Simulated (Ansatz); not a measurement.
CH₆Si···NH₃

Input file:

```
crystal:
  periodic: [false, false, false]
  atoms:
    - {symbol: Si, position_ang: [-1.244053, 0.611764, -0.248205]}
    - {symbol: N, position_ang: [1.142439, -1.150478, 1.395768]}
    - {symbol: H, position_ang: [-1.685102, -0.785198, 0.016257]}
    - {symbol: H, position_ang: [-2.426182, 1.353041, -0.775855]}
    - {symbol: C, position_ang: [0.166115, 0.670719, -1.469298]}
    - {symbol: H, position_ang: [1.103645, -0.506859, 2.176667]}
    - {symbol: H, position_ang: [-0.875538, 1.241072, 1.049468]}
    - {symbol: H, position_ang: [0.422188, -1.845775, 1.548991]}
    - {symbol: H, position_ang: [2.034511, -1.627386, 1.443650]}
    - {symbol: H, position_ang: [0.471102, 1.701471, -1.663577]}
    - {symbol: H, position_ang: [1.012537, 0.121336, -1.053813]}
    - {symbol: H, position_ang: [-0.121660, 0.216390, -2.420055]}
basis:
  gaussian: {orbitals: def2-TZVPP}
hamiltonian: {xc: pbe0, dispersion: d4}
output: {orbitals: {seedname: orbitals}}
```

Launched as:

```sh
ansatz run in.yaml --threads 4 --pin off --events-out ev --progress --plain --max-ram 9574MiB
```

The product side of a reaction path; geometry: PBE0-D4/def2-TZVP.

The calculation used Ansatz, RKS PBE0-D4/def2-TZVPP.

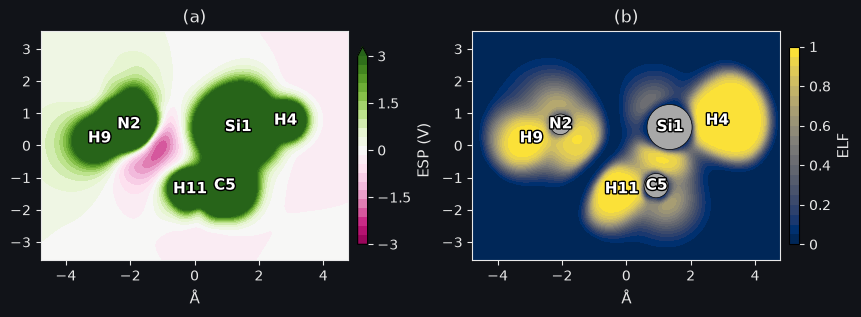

Figure 1. (a) molecular electrostatic potential; (b) electron localisation function on the plane of atoms Si1, C5 and H11. Grey discs cover the atomic cores in the ELF map.

Interpret the plot.

Answer. Atoms in the plane: Si, N, H and C.
Si1···N2 (3.39 Å): the ELF dips to about 0 between them; a weak contact between the two molecules.
C–Si (1.87 Å): the ELF peaks at about 0.95 between the atoms: a covalent bond.
N–H (1.01 Å): the ELF climbs to about 1 towards the hydrogen, as it does in any bond to H; an ordinary covalent bond to hydrogen.
C–H (1.09 Å): the ELF climbs to about 1 towards the hydrogen (an ordinary covalent bond to hydrogen).
Si–H (1.49 Å): the ELF climbs to about 1 towards the hydrogen.
Outside the dense part of the complex the potential is most negative (−2.1 V) near N2.

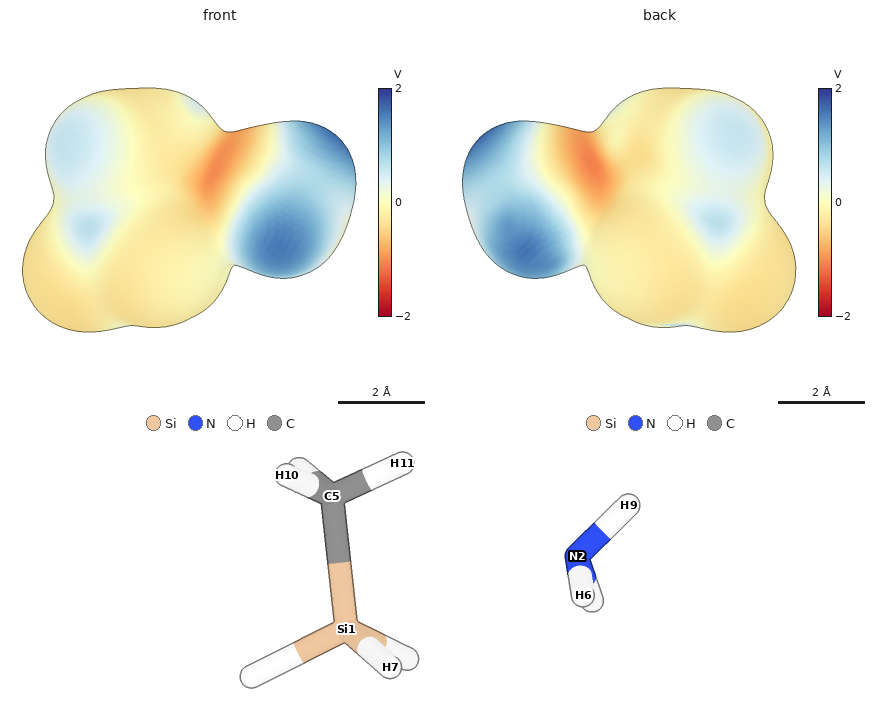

Figure 2. The molecular electrostatic potential painted on the density surface at 0.002 e/bohr³, seen from the front and from behind; the colour scale runs from red (negative) to blue (positive). The bare structure is drawn below in the same view.

Describe the electrostatic potential map.

Answer. The most negative region (about −1.0 V) lies over N2, the most positive (about +1.6 V) over H6, H8 and H9. N2 is the likeliest acceptor of a hydrogen bond.

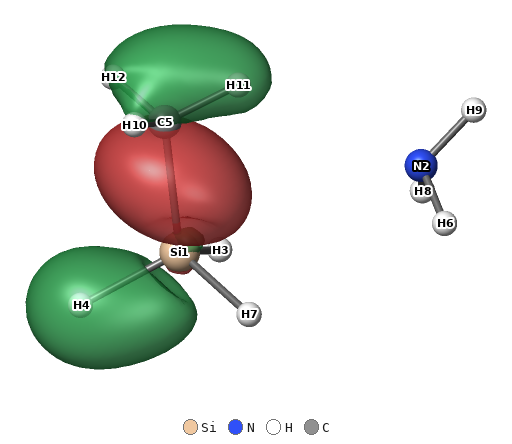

Figure 3. The HOMO−1 at ±0.15 Å⁻³ᐟ² (green and red are the two phases), seen at a tilt.

What is the character of this orbital?

Answer. Its weight (Hirshfeld) is mainly on C5 (about 40 %), Si1 (about 30 %), H4 (about 15 %) and H11 (about 5 %). Its energy is −8.81 eV.
